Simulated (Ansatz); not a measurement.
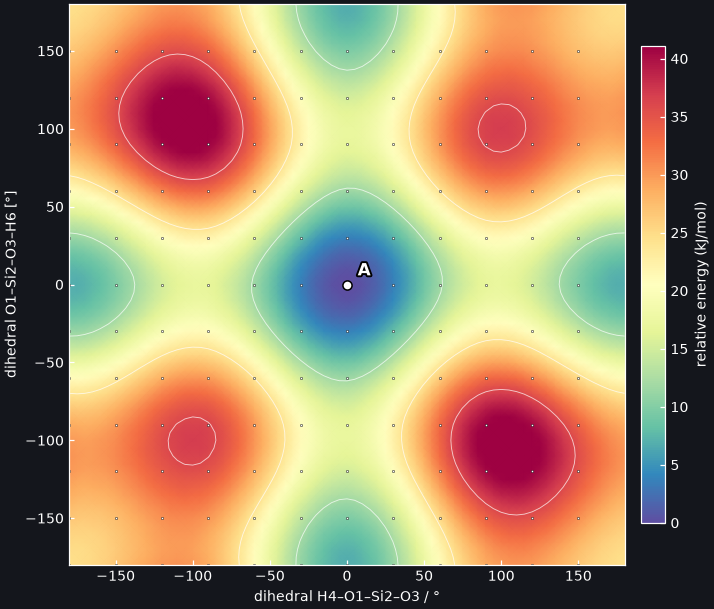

H3O2Si, SMILES O[SiH+]O, charge +1. First axis: dihedral H4–O1–Si2–O3. Second axis: dihedral O1–Si2–O3–H6. Nothing is relaxed (all other coordinates rigid). Grid: 12 × 12 points; 43 points were computed and 101 follow by symmetry. All energies are given in kJ/mol relative to the lowest grid point. Method: RKS B3LYP-D4/def2-TZVP in Ansatz.

Drawn: a smooth colour map with a few white contour lines, dots at the grid points, the point A. Between grid points the surface is interpolated.

Question: Find the lowest pass out of the well at A.

Answer: The easiest path leads from the well at dihedral H4–O1–Si2–O3 = 0°, dihedral O1–Si2–O3–H6 = 0° to the well at dihedral H4–O1–Si2–O3 = −180°, dihedral O1–Si2–O3–H6 = 0°, about 6.8 kJ/mol higher. Its highest point lies about 17 kJ/mol above the bottom of the first well on the interpolated surface, at about dihedral H4–O1–Si2–O3 = −100°, dihedral O1–Si2–O3–H6 = 0°. Seen from the upper well the barrier is about 10 kJ/mol. The start is the relaxed structure and all else is held, so a fully relaxed path at this level can only be lower.

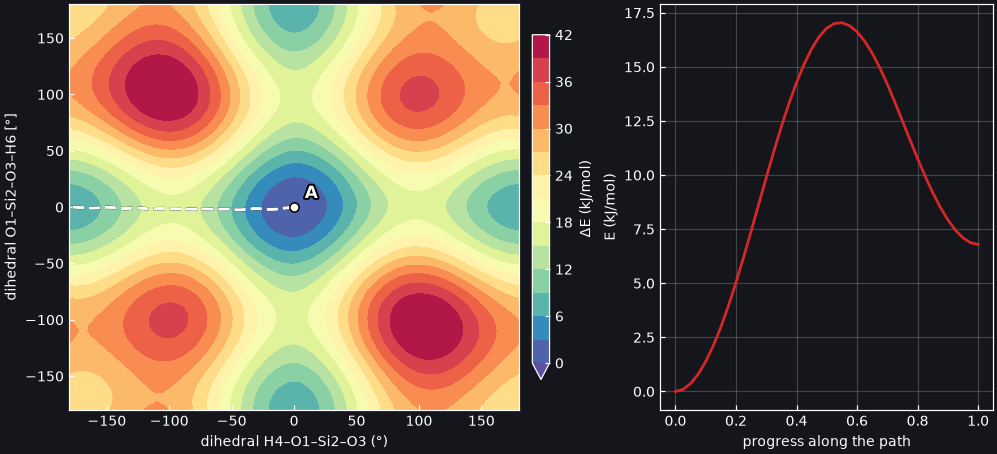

In the figure: filled contours, a line along the lowest path, the energy along the path at the right. Between grid points the surface is interpolated.
